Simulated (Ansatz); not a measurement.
Nudged elastic band, with input and output: CH10Si2 (part 2 of 2)

Continued. System: CH10Si2. Method: RKS PBE/def2-SVP (Ansatz 0.2.0). It belongs to a series of runs on one base structure; here: band between the two ends.

Geometry of the input (Å):
```
Si -0.6815  0.5248  1.5038
C  0.3628  -1.0088  1.8750
H  -2.0368  0.1383  0.9718
H  -0.8835  1.3514  2.7475
H  -0.0071  1.3962  0.4749
H  0.4714  -0.8517  -1.7547
Si 0.3007  0.3199  -2.6839
H  0.5162  -1.6113  0.9563
H  1.3585  -0.7216  2.2688
H  -0.1344  -1.6509  2.6303
H  0.5245  -0.1387  -4.0993
H  1.3016  1.3863  -2.3392
H  -1.0925  0.8662  -2.5515
```

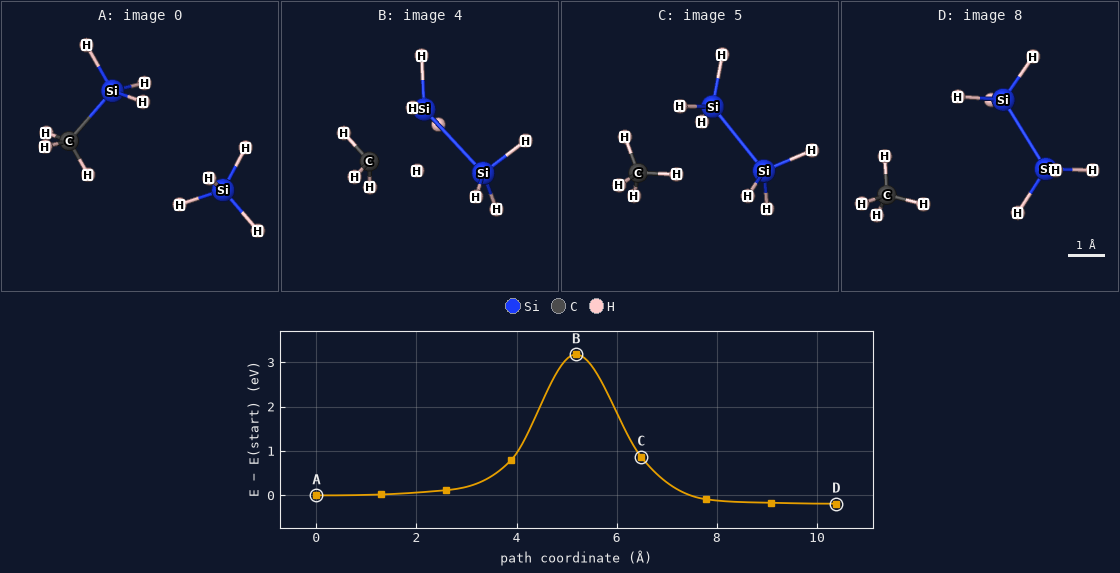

*Images of the last band (counted from 0; ball-and-stick, seen at a tilt) above the energy along the path; the line is a cubic interpolation that uses the forces.*

The highest image is number 4, 3.178 eV above the start and 3.366 eV above the end (the climbing image); the end lies 0.188 eV below the start. The path is 10.38 Å long. The band converged in 18 iterations.

```
Total energy: -16935.25106569 eV, -622.3589975386 hartree
Atom 0 at    -0.725470     0.558506     0.696298 Å, force    -0.026459     0.010669    -0.010005 eV/Å
Atom 1 at     0.639826    -1.019336     1.133344 Å, force     0.021604    -0.027425     0.025567 eV/Å
Atom 2 at    -1.687464    -0.533799     0.235960 Å, force     0.004888     0.003828     0.004217 eV/Å
Atom 3 at    -1.698007     1.288966     1.640461 Å, force     0.000317     0.002678    -0.002796 eV/Å
Atom 4 at     0.460248     1.502279     0.870372 Å, force     0.004712     0.001248    -0.001559 eV/Å
Atom 5 at     0.454211    -0.422806    -0.147878 Å, force    -0.009261     0.001118    -0.003998 eV/Å
Atom 6 at    -0.005773     0.533301    -1.735085 Å, force     0.004074     0.006350    -0.000710 eV/Å
Atom 7 at     0.420017    -2.040752     0.764587 Å, force     0.000589     0.001491    -0.003894 eV/Å
Atom 8 at     1.725999    -0.801497     1.151930 Å, force     0.000352    -0.001386    -0.002977 eV/Å
Atom 9 at     0.305969    -1.000419     2.197427 Å, force     0.001269     0.004092    -0.010276 eV/Å
Atom 10 at    -0.375700    -0.685900    -2.544823 Å, force     0.000522     0.000518     0.001669 eV/Å
Atom 11 at     1.401570     0.974767    -2.058507 Å, force    -0.003214     0.000849     0.004279 eV/Å
Atom 12 at    -0.915425     1.646691    -2.204186 Å, force     0.000608    -0.004029     0.000482 eV/Å
Dipole moment:     0.222415    -0.287813     0.178171 e Å
this run last wrote the band of iteration 18 to [file]
```

The last band as extended XYZ (Å, eV, eV/Å)
```
13
Properties=species:S:1:pos:R:3:forces:R:3 image=0 energy=-16938.42921
Si   -0.6815    0.5248    1.5038    0.0064  -0.0026   0.0124
C     0.3628   -1.0088    1.8750   -0.0191   0.0000  -0.0103
H    -2.0368    0.1383    0.9718    0.0074  -0.0024  -0.0005
H    -0.8835    1.3514    2.7475    0.0015  -0.0099  -0.0063
H    -0.0071    1.3962    0.4749    0.0000  -0.0064  -0.0008
H     0.4714   -0.8517   -1.7547   -0.0011   0.0205  -0.0103
Si    0.3007    0.3199   -2.6839    0.0012  -0.0164  -0.0125
H     0.5162   -1.6113    0.9563   -0.0028   0.0111   0.0173
H     1.3585   -0.7216    2.2688    0.0007   0.0000   0.0003
H    -0.1344   -1.6509    2.6303    0.0068   0.0092  -0.0119
H     0.5245   -0.1387   -4.0993   -0.0002   0.0046   0.0180
H     1.3016    1.3863   -2.3392   -0.0060  -0.0081   0.0004
H    -1.0925    0.8662   -2.5515    0.0052   0.0005   0.0043
13
Properties=species:S:1:pos:R:3:forces:R:3 image=1 energy=-16938.40894
Si   -0.7519    0.4630    1.4393    0.0094  -0.0113   0.0107
C     0.4167   -0.9822    1.8020   -0.0134   0.0093  -0.0065
H    -1.9486    0.0032    0.6486   -0.0063  -0.0015   0.0136
H    -1.2465    1.0833    2.7195    0.0088   0.0072   0.0103
H    -0.0544    1.5367    0.6456    0.0018   0.0006  -0.0053
H     0.4830   -0.5840   -1.4146   -0.0040  -0.0059  -0.0163
Si    0.3190    0.3526   -2.5785    0.0026  -0.0054  -0.0048
H     0.5913   -1.5878    0.8900    0.0140   0.0163   0.0066
H     1.3985   -0.6143    2.1619   -0.0086  -0.0034   0.0298
H    -0.0103   -1.6465    2.5797   -0.0042  -0.0115  -0.0065
H     0.0447   -0.4518   -3.8173    0.0043   0.0033  -0.0205
H     1.5853    1.1411   -2.7583    0.0012   0.0041  -0.0034
H    -0.8269    1.2868   -2.3179   -0.0057  -0.0018  -0.0076
13
Properties=species:S:1:pos:R:3:forces:R:3 image=2 energy=-16938.31231
Si   -0.7886    0.4217    1.2908    0.0009  -0.0155   0.0315
C     0.4345   -0.9892    1.6634   -0.0136   0.0055   0.0098
H    -1.8203   -0.0081    0.2801   -0.0104   0.0181   0.0240
H    -1.5240    0.8536    2.5311    0.0064  -0.0141   0.0505
H    -0.0765    1.6329    0.7477   -0.0215   0.0053   0.0103
H     0.6302   -0.3348   -1.0715    0.0159  -0.0091  -0.0347
Si    0.3366    0.3937   -2.3501    0.0102  -0.0005  -0.0429
H     0.2906   -1.8368    0.9643   -0.0042   0.0124   0.0147
H     1.4829   -0.6451    1.5601   -0.0120   0.0056   0.0324
H     0.2988   -1.3711    2.6940   -0.0039  -0.0109   0.0208
H    -0.1359   -0.6046   -3.3673    0.0111   0.0056  -0.0550
H     1.5989    1.0589   -2.8176    0.0120   0.0068  -0.0519
H    -0.7271    1.4288   -2.1250    0.0090  -0.0093  -0.0095
13
Properties=species:S:1:pos:R:3:forces:R:3 image=3 energy=-16937.63332
Si   -0.7137    0.4155    1.0023    0.0247  -0.1359   0.3214
C     0.5171   -0.9911    1.4348   -0.1432   0.0416   0.3066
H    -1.7084   -0.1951    0.0457   -0.0206   0.3740  -0.1611
H    -1.6159    0.9873    2.0681    0.1297  -0.2774   0.4385
H     0.1377    1.6069    0.6395   -0.3028   0.0976  -0.2498
H     0.4845   -0.2627   -0.6534    0.0208   0.1638  -0.5433
Si    0.1950    0.4271   -1.9630    0.1896  -0.1240  -0.2216
H     0.3255   -1.9197    0.8559   -0.1119   0.1265   0.1051
H     1.5754   -0.7044    1.2570   -0.1518   0.0865   0.0896
H     0.3965   -1.2200    2.5048    0.1137  -0.2221   0.3185
H    -0.2684   -0.6883   -2.8470    0.0691  -0.0117  -0.3025
H     1.5154    1.0234   -2.3374    0.1062   0.0189  -0.3039
H    -0.8409    1.5212   -2.0075    0.0764  -0.1379   0.2023
13
Properties=species:S:1:pos:R:3:forces:R:3 image=4 energy=-16935.25103
Si   -0.7255    0.5585    0.6963   -0.0265   0.0107  -0.0100
C     0.6398   -1.0193    1.1333    0.0216  -0.0274   0.0256
H    -1.6875   -0.5338    0.2360    0.0049   0.0038   0.0042
H    -1.6980    1.2890    1.6405    0.0003   0.0027  -0.0028
H     0.4602    1.5023    0.8704    0.0047   0.0012  -0.0016
H     0.4542   -0.4228   -0.1479   -0.0093   0.0011  -0.0040
Si   -0.0058    0.5333   -1.7351    0.0041   0.0063  -0.0007
H     0.4200   -2.0408    0.7646    0.0006   0.0015  -0.0039
H     1.7260   -0.8015    1.1519    0.0004  -0.0014  -0.0030
H     0.3060   -1.0004    2.1974    0.0013   0.0041  -0.0103
H    -0.3757   -0.6859   -2.5448    0.0005   0.0005   0.0017
H     1.4016    0.9748   -2.0585   -0.0032   0.0008   0.0043
H    -0.9154    1.6467   -2.2042    0.0006  -0.0040   0.0005
13
Properties=species:S:1:pos:R:3:forces:R:3 image=5 energy=-16937.55782
Si   -0.8937    0.8636    0.4992   -0.2291   0.3184  -0.2410
C     0.8438   -1.2694    1.0729    0.2812  -0.2907  -0.0855
H    -1.5933   -0.4674    0.5963    0.1256   0.0086   0.4157
H    -1.8833    1.7718    1.1713   -0.2791   0.4807  -0.5463
H     0.3997    1.3061    1.1324   -0.1313  -0.2276   0.3367
H     0.5750   -0.6855    0.1608    0.1605  -0.2947   0.3631
Si   -0.1789    0.7317   -1.7838   -0.2191   0.2672  -0.0377
H     0.5660   -2.3098    0.8441    0.2533  -0.3069   0.0644
H     1.9231   -1.1057    1.2132    0.2617  -0.3072   0.0689
H     0.3149   -0.9557    1.9928    0.0451   0.0311  -0.2579
H    -0.4775   -0.6151   -2.4076   -0.0808   0.0979   0.1498
H     1.3110    0.9472   -1.9507   -0.1380   0.0556   0.1489
H    -0.9069    1.7883   -2.5409   -0.0499   0.1676  -0.3792
13
Properties=species:S:1:pos:R:3:forces:R:3 image=6 energy=-16938.51721
Si   -1.0236    1.1137    0.4190   -0.0257   0.0253  -0.0201
C     1.0186   -1.5708    1.1183    0.0447  -0.0411   0.0061
H    -1.7177   -0.1494    0.8507   -0.0149   0.0404   0.0407
H    -1.9972    2.2482    0.5713   -0.0337   0.0685  -0.0871
H     0.1482    1.3881    1.3213   -0.0423   0.0144   0.0322
H     0.7867   -1.0032    0.1970    0.0350  -0.0429   0.0082
Si   -0.2569    0.8579   -1.8095   -0.0108   0.0181   0.0029
H     0.7429   -2.6290    0.9617    0.0401  -0.0508   0.0176
H     2.0993   -1.4793    1.3294    0.0324  -0.0539   0.0085
H     0.4402   -1.1569    1.9639    0.0201  -0.0298  -0.0086
H    -0.6073   -0.5105   -2.3338   -0.0183   0.0166   0.0111
H     1.2415    1.0040   -1.8739   -0.0186   0.0184   0.0123
H    -0.8747    1.8873   -2.7154   -0.0079   0.0169  -0.0238
13
Properties=species:S:1:pos:R:3:forces:R:3 image=7 energy=-16938.59604
Si   -1.0863    1.3457    0.3490   -0.0034   0.0069  -0.0052
C     1.0831   -1.8483    1.1908    0.0080  -0.0052   0.0006
H    -2.0345    0.2489    0.7548   -0.0079   0.0087  -0.0025
H    -1.8237    2.6574    0.3989    0.0029   0.0092  -0.0023
H     0.0437    1.3986    1.3409   -0.0018  -0.0006   0.0022
H     0.9406   -1.3231    0.2275    0.0047  -0.0059  -0.0020
Si   -0.2659    0.9604   -1.8319   -0.0011  -0.0016   0.0031
H     0.7627   -2.9010    1.0824    0.0040  -0.0052   0.0057
H     2.1517   -1.8112    1.4729   -0.0002  -0.0060  -0.0002
H     0.4779   -1.3548    1.9737   -0.0018  -0.0077   0.0007
H    -0.2098   -0.5147   -2.1290    0.0078   0.0006   0.0045
H     1.1211    1.5273   -1.9795   -0.0032   0.0121  -0.0018
H    -1.1605    1.6150   -2.8506   -0.0080  -0.0052  -0.0028
13
Properties=species:S:1:pos:R:3:forces:R:3 image=8 energy=-16938.61688
Si   -1.0466    1.5080    0.2922   -0.0032  -0.0014   0.0129
C     1.0537   -2.0955    1.2849    0.0016  -0.0045  -0.0065
H    -2.0348    0.4469    0.7000    0.0076   0.0093  -0.0045
H    -1.7284    2.8500    0.3556    0.0059  -0.0098   0.0026
H     0.0989    1.5038    1.2698   -0.0073  -0.0007  -0.0083
H     0.9503   -1.6325    0.2850    0.0061  -0.0011   0.0120
Si   -0.2689    1.1081   -1.8940    0.0092   0.0009  -0.0264
H     0.7266   -3.1511    1.2355   -0.0032   0.0100   0.0064
H     2.1118   -2.0521    1.6045   -0.0046   0.0041  -0.0087
H     0.4270   -1.5468    2.0128   -0.0037  -0.0054  -0.0048
H     0.3357   -0.2685   -1.9990   -0.0069   0.0199   0.0035
H     0.7814    2.1220   -2.2697   -0.0207  -0.0165   0.0062
H    -1.4066    1.2078   -2.8778    0.0193  -0.0048   0.0157
```
